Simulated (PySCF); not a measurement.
# Si³⁺: dipole response in ANO-RCC-VTZP

Aim: the static polarisability and the C₆ coefficient of Si³⁺, method by method.

Program: PySCF 2.14.0. Level of theory: unrestricted determinants in a Gaussian basis, no spin-orbit coupling in the energies. These are calculated values, not measurements, unless marked.

### Step 1. The system

* Element: silicon (Z = 14)
* Basis: ANO-RCC-VTZP (5s4p2d1f, 34 functions)
* Hamiltonian: scalar relativity by spin-free X2C-1e
* State 1: Si³⁺: [Ne] 3s1, 2S determinant
* Methods: UHF, PBE, PBE0, M06, PBEsol

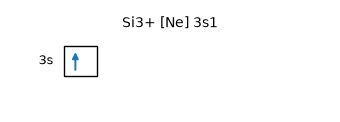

Outer shells as boxes.

The runs were made by one driver on top of PySCF. The scripts below sum up each run's settings (the driver also hands on starting orbitals that pick excited configurations, and frozen orbitals as a list rather than a count), and the logs come from the driver's own runs. The driver starts from symmetry-adapted Hartree-Fock orbitals, holds the occupation by maximum overlap and uses a logarithmic radial grid for functionals, so a plain start would take other cycles.

The integrals over 34 functions and the set-up took 0.81 s of CPU time.

### Step 2. Si³⁺

**UHF**

input.py

```python
from pyscf import gto, scf, dft, mp, cc
import basis_set_exchange as bse
mol = gto.M(atom="Si 0 0 0", charge=3, spin=1, symmetry="D2h",
            basis=gto.basis.parse(bse.get_basis("ANO-RCC-VTZP", elements=["Si"], fmt="nwchem")),
            nucmod="G")
mf = scf.UHF(mol).sfx2c1e()
mf.irrep_nelec = {'Ag': (3, 2), 'B1u': (1, 1), 'B2u': (1, 1), 'B3u': (1, 1)}
mf.kernel()
```

The program printed:

```text
damping factor = 0
level_shift factor = 0
DIIS = <class 'pyscf.scf.diis.CDIIS'>
diis_start_cycle = 1
diis_space = 10
diis_damp = 0
SCF conv_tol = 1e-09
SCF conv_tol_grad = None
number electrons alpha = 6  beta = 5
cycle= 1 E= -287.421264250549  delta_E= -7.16e-12  |g|= 6.59e-07  |ddm|= 2.83e-06
converged SCF energy = -287.421264250549  <S^2> = 0.75003286  2S+1 = 2.0000329
```

CPU time 0.37 s on a shared host, the integrals not counted.

The occupied shells:

| shell | electrons | mean orbital energy (eV) | spread (eV) | rms radius (bohr) |
| --- | --- | --- | --- | --- |
| 1s α | 1 | -1914.9 | 0 | 0.129 |
| 1s β | 1 | -1914.5 | 0 | 0.129 |
| 2s α | 1 | -204.92 | 0 | 0.611 |
| 2s β | 1 | -203.93 | 0 | 0.611 |
| 2p α | 3 | -152.28 | 0 | 0.596 |
| 2p β | 3 | -151.90 | 0 | 0.596 |
| 3s α | 1 | -44.751 | 0 | 2.00 |

⟨S²⟩ = 0.750, ⟨L²⟩ = 0.00.

The driver then solved the coupled dipole response at imaginary frequencies: mean α = 7.870 bohr³, C₆ = 15.35 au for a like pair.

**PBE**

input.py, as changed from the run before:

```diff
@@ -5,3 +5,3 @@
             nucmod="G")
-mf = scf.UHF(mol).sfx2c1e()
+mf = dft.UKS(mol, xc="PBE").sfx2c1e()
 mf.irrep_nelec = {'Ag': (3, 2), 'B1u': (1, 1), 'B2u': (1, 1), 'B3u': (1, 1)}
```

The program printed:

```text
damping factor = 0
level_shift factor = 0
DIIS = <class 'pyscf.scf.diis.CDIIS'>
diis_start_cycle = 1
diis_space = 10
diis_damp = 0
SCF conv_tol = 1e-09
SCF conv_tol_grad = None
number electrons alpha = 6  beta = 5
XC functionals = PBE
    J. P. Perdew, K. Burke, and M. Ernzerhof.,  Phys. Rev. Lett. 77, 3865 (1996)
    J. P. Perdew, K. Burke, and M. Ernzerhof.,  Phys. Rev. Lett. 78, 1396 (1997)
    J. P. Perdew, K. Burke, and M. Ernzerhof.,  Phys. Rev. Lett. 77, 3865 (1996)
    J. P. Perdew, K. Burke, and M. Ernzerhof.,  Phys. Rev. Lett. 78, 1396 (1997)
cycle= 1 E= -287.705382914086  delta_E= -0.00279  |g|= 0.0237  |ddm|= 0.0424
cycle= 2 E= -287.70547729327  delta_E= -9.44e-05  |g|= 0.00679  |ddm|= 0.0086
cycle= 3 E= -287.705485731828  delta_E= -8.44e-06  |g|= 5.24e-06  |ddm|= 0.00191
cycle= 4 E= -287.705485731838  delta_E= -1.03e-11  |g|= 1.61e-07  |ddm|= 3.21e-06
converged SCF energy = -287.705485731838  <S^2> = 0.7500256  2S+1 = 2.0000256
```

CPU time 0.69 s on a shared host, the integrals not counted.

The driver then solved the coupled dipole response at imaginary frequencies: mean α = 6.992 bohr³, C₆ = 12.78 au for a like pair.

**PBE0**

input.py, as changed from the run before:

```diff
@@ -5,3 +5,3 @@
             nucmod="G")
-mf = dft.UKS(mol, xc="PBE").sfx2c1e()
+mf = dft.UKS(mol, xc="PBE0").sfx2c1e()
 mf.irrep_nelec = {'Ag': (3, 2), 'B1u': (1, 1), 'B2u': (1, 1), 'B3u': (1, 1)}
```

The program printed:

```text
damping factor = 0
level_shift factor = 0
DIIS = <class 'pyscf.scf.diis.CDIIS'>
diis_start_cycle = 1
diis_space = 10
diis_damp = 0
SCF conv_tol = 1e-09
SCF conv_tol_grad = None
number electrons alpha = 6  beta = 5
XC functionals = PBE0
    C. Adamo and V. Barone.,  J. Chem. Phys. 110, 6158 (1999)
    M. Ernzerhof and G. E. Scuseria.,  J. Chem. Phys. 110, 5029 (1999)
cycle= 1 E= -287.734061329817  delta_E= -0.00149  |g|= 0.012  |ddm|= 0.0298
cycle= 2 E= -287.734091589126  delta_E= -3.03e-05  |g|= 0.00271  |ddm|= 0.00523
cycle= 3 E= -287.734092868164  delta_E= -1.28e-06  |g|= 5.6e-05  |ddm|= 0.000682
cycle= 4 E= -287.734092869841  delta_E= -1.68e-09  |g|= 6.88e-07  |ddm|= 4.99e-05
cycle= 5 E= -287.734092869841  delta_E= -1.14e-13  |g|= 2.49e-08  |ddm|= 5.26e-07
converged SCF energy = -287.734092869841  <S^2> = 0.75002204  2S+1 = 2.000022
```

CPU time 0.83 s on a shared host, the integrals not counted.

The driver then solved the coupled dipole response at imaginary frequencies: mean α = 7.252 bohr³, C₆ = 13.51 au for a like pair.

**M06**

input.py, as changed from the run before:

```diff
@@ -5,3 +5,3 @@
             nucmod="G")
-mf = dft.UKS(mol, xc="PBE0").sfx2c1e()
+mf = dft.UKS(mol, xc="M06").sfx2c1e()
 mf.irrep_nelec = {'Ag': (3, 2), 'B1u': (1, 1), 'B2u': (1, 1), 'B3u': (1, 1)}
```

The program printed:

```text
damping factor = 0
level_shift factor = 0
DIIS = <class 'pyscf.scf.diis.CDIIS'>
diis_start_cycle = 1
diis_space = 10
diis_damp = 0
SCF conv_tol = 1e-09
SCF conv_tol_grad = None
number electrons alpha = 6  beta = 5
XC functionals = M06
    Y. Zhao and D. G. Truhlar.,  Theor. Chem. Acc. 120, 215 (2008)
    Y. Zhao and D. G. Truhlar.,  Theor. Chem. Acc. 120, 215 (2008)
cycle= 1 E= -287.848814798844  delta_E= -0.00214  |g|= 0.00862  |ddm|= 0.0413
cycle= 2 E= -287.848842370324  delta_E= -2.76e-05  |g|= 0.00191  |ddm|= 0.00577
cycle= 3 E= -287.848843027823  delta_E= -6.57e-07  |g|= 0.000119  |ddm|= 0.0005
cycle= 4 E= -287.84884303424  delta_E= -6.42e-09  |g|= 1.97e-06  |ddm|= 9.04e-05
cycle= 5 E= -287.848843034241  delta_E= -9.66e-13  |g|= 5.88e-08  |ddm|= 7.99e-07
converged SCF energy = -287.848843034241  <S^2> = 0.75018773  2S+1 = 2.0001877
```

It used 1.9 s of CPU time after the integrals (shared host).

The driver then solved the coupled dipole response at imaginary frequencies: mean α = 7.010 bohr³, C₆ = 12.56 au for a like pair.

**PBEsol**

input.py, as changed from the run before:

```diff
@@ -5,3 +5,3 @@
             nucmod="G")
-mf = dft.UKS(mol, xc="M06").sfx2c1e()
+mf = dft.UKS(mol, xc="PBEsol").sfx2c1e()
 mf.irrep_nelec = {'Ag': (3, 2), 'B1u': (1, 1), 'B2u': (1, 1), 'B3u': (1, 1)}
```

The program printed:

```text
damping factor = 0
level_shift factor = 0
DIIS = <class 'pyscf.scf.diis.CDIIS'>
diis_start_cycle = 1
diis_space = 10
diis_damp = 0
SCF conv_tol = 1e-09
SCF conv_tol_grad = None
number electrons alpha = 6  beta = 5
XC functionals = PBEsol
    J. P. Perdew, A. Ruzsinszky, G. I. Csonka, O. A. Vydrov, G. E. Scuseria, L. A. Constantin, X. Zhou, and K. Burke.,  Phys. Rev. Lett. 100, 136406 (2008)
    J. P. Perdew, A. Ruzsinszky, G. I. Csonka, O. A. Vydrov, G. E. Scuseria, L. A. Constantin, X. Zhou, and K. Burke.,  Phys. Rev. Lett. 100, 136406 (2008)
cycle= 1 E= -287.172719257025  delta_E= -0.00323  |g|= 0.0265  |ddm|= 0.0439
cycle= 2 E= -287.172839542245  delta_E= -0.00012  |g|= 0.00762  |ddm|= 0.00993
cycle= 3 E= -287.172850158866  delta_E= -1.06e-05  |g|= 2.22e-05  |ddm|= 0.00212
cycle= 4 E= -287.17285015899  delta_E= -1.24e-10  |g|= 1.78e-07  |ddm|= 9.32e-06
converged SCF energy = -287.17285015899  <S^2> = 0.75003257  2S+1 = 2.0000326
```

It used 0.66 s of CPU time after the integrals (shared host).

The driver then solved the coupled dipole response at imaginary frequencies: mean α = 7.037 bohr³, C₆ = 12.89 au for a like pair.

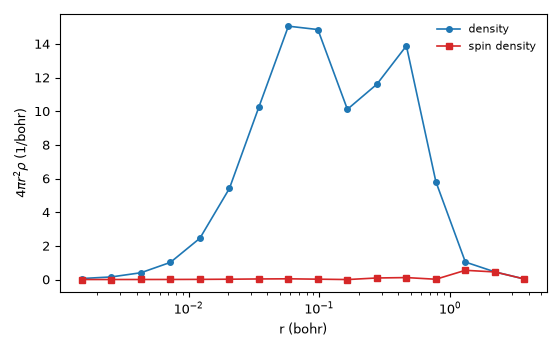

Radial density 4πr²ρ of Si³⁺ at UHF, at 16 stored radii joined by straight lines.

### Step 3. The response side by side

Si³⁺, in atomic units:

| method | mean α | C₆ (like pair) | S(−4) |
| --- | --- | --- | --- |
| UHF | 7.870 | 15.35 | 74.62 |
| PBE | 6.992 | 12.78 | 59.97 |
| PBE0 | 7.252 | 13.51 | 64.28 |
| M06 | 7.010 | 12.56 | 62.58 |
| PBEsol | 7.037 | 12.89 | 60.89 |

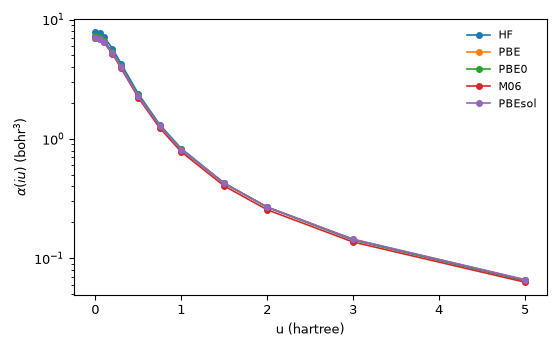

α(iu) of Si³⁺, the polarisability at imaginary frequency, on a logarithmic scale.

### Step 4. Outcome

```
 quantity                             value
α of Si³⁺  6.992 (PBE) to 7.870 (UHF) bohr³
```

A single London oscillator with the computed α and C₆ of Si³⁺ at UHF would have ω = 4 C₆ / (3 α²) = 0.330 hartree. The basis is finite, and no extrapolation was made.
